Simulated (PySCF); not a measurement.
The calculation's input:

```
{"job": {"kind": "nmr", "xc": "PBE0", "basis": "pcSseg-1"}, "charge": 0, "multiplicity": 1}
C     -1.645809     1.901990     1.256773
O     -0.847405     1.698084     0.112362
B     -0.597341     0.513712    -0.452391
B      0.341620     0.366861    -1.821025
S      2.073595     0.080429    -1.782681
C      2.500789     0.084255    -0.000878
S     -1.310821    -0.994946     0.332602
C     -0.740833    -2.337427    -0.764402
H     -1.172812     1.454680     2.134639
H     -2.629793     1.445252     1.125976
H     -1.751032     2.977357     1.399921
H     -0.086892     0.377749    -2.914007
H      2.009764    -0.747705     0.493674
H      3.577404    -0.024907     0.073184
H      2.185602     1.023066     0.440998
H     -1.125265    -3.263532    -0.349813
H      0.344090    -2.365665    -0.788625
H     -1.133621    -2.182934    -1.764299
```

Run with:

```sh
OMP_NUM_THREADS=1 python probes_run.py task.json out
```

Geometry: GFN2-xTB.

Theory: PBE0/pcSseg-1, SCF density, gas phase, non-relativistic in PySCF.

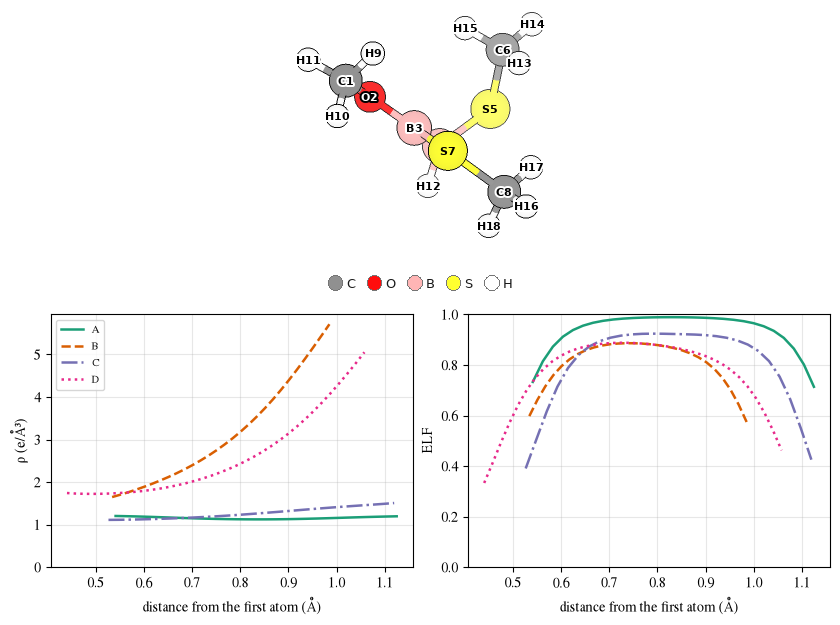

C₃H₁₀B₂OS₂ (SMILES COB(BSC)SC). Electron density and electron localisation function along straight lines between neighbouring atoms. The curves leave out the atomic cores. The structure is drawn too.

Which curve belongs to which contact (B–B, B–O, B–S and C–O)? The first atom named is at distance zero.

Answer. Curve A: B–B (1.67 Å): ρ at the midpoint is about 1.1 e/Å³; the ELF peaks at about 1 between the atoms, as expected for a covalent bond. Curve B: B–O (1.34 Å): ρ is about 2.2 e/Å³ halfway; the ELF peaks at about 0.90 between the atoms, as expected for a polar covalent bond. Curve C: B–S (1.76 Å): ρ is about 1.3 e/Å³ halfway; the ELF peaks at about 0.90 between the atoms, as expected for a covalent bond. Curve D: C–O (1.41 Å): the density is about 2 e/Å³ at the midpoint, with its minimum of 1.7 e/Å³ about 0.5 Å from C; the ELF peaks at about 0.90 between the atoms (a shared but strongly polarised pair).
